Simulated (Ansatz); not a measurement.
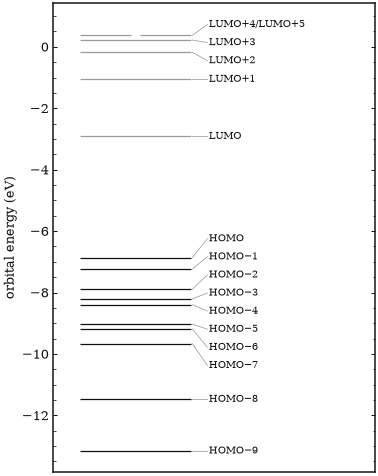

Kohn-Sham orbital energies near the frontier, PBE/def2-TZVPP in the Ansatz code, at a PBE0-D4/def2-TZVP geometry (no frequency check), isolated molecule; empty levels in grey, levels within 0.03 eV side by side.

> Which molecule has this level scheme?
A. C₂H₇BFN, SMILES C[C@H](N)BF
B. BSi₂H₇S, SMILES [SiH3]BS[SiH3]
C. CH₄BClOS, SMILES SCOBCl

B. HOMO −6.86 eV, LUMO −2.91 eV, separation 3.95 eV.

Caveats: one conformer of a flexible molecule; empty levels above zero depend strongly on the basis.
